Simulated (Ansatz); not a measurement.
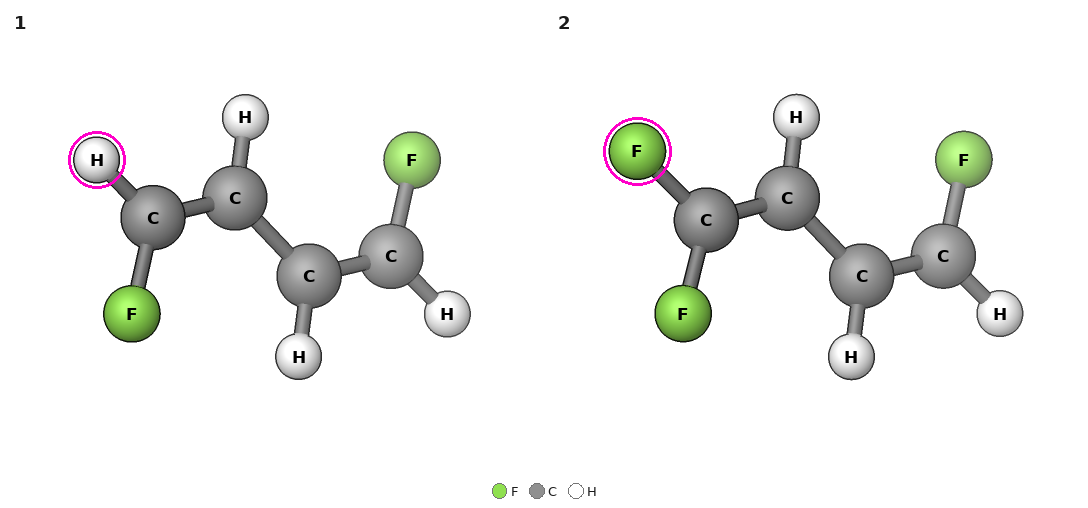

2 molecules with one skeleton, seen from the same side and at one scale; the atom that differs is circled. Each species is neutral and a spin singlet. Computed geometries: PBE0-D4/def2-TZVP optimisations, one conformation each. Properties computed with Ansatz 0.2.0.

One atom differs, called X below: H in panel 1, F in panel 2. Their formulas are C4H4F2 (`F/C=C\C=C/F`), C4H3F3 (`F/C=C\C=C(F)F`).

### In which is the length of X–C larger (PBE0-D4/def2-TZVP)?

In panel 2 (X = F).

### In which is the dipole moment larger (PBE0-D4/def2-TZVP)?

In panel 2 (X = F).

Give the values. With PBE0-D4/def2-TZVP: length of X–C (Å), angle F–C–X (°), dipole moment (D). With PBE0-D4/def2-TZVPP: HOMO energy (Kohn–Sham orbital) (eV), HOMO–LUMO gap (eV).

```
                            quantity  1 (H)  2 (F)   2 − 1
                   length of X–C (Å)  1.083  1.311  +0.228
                     angle F–C–X (°)  112.5  110.1    −2.4
                   dipole moment (D)   0.00   1.12   +1.12
HOMO energy (Kohn–Sham orbital) (eV)  −6.72  −6.71   +0.01
                  HOMO–LUMO gap (eV)   5.88   6.02   +0.14
```
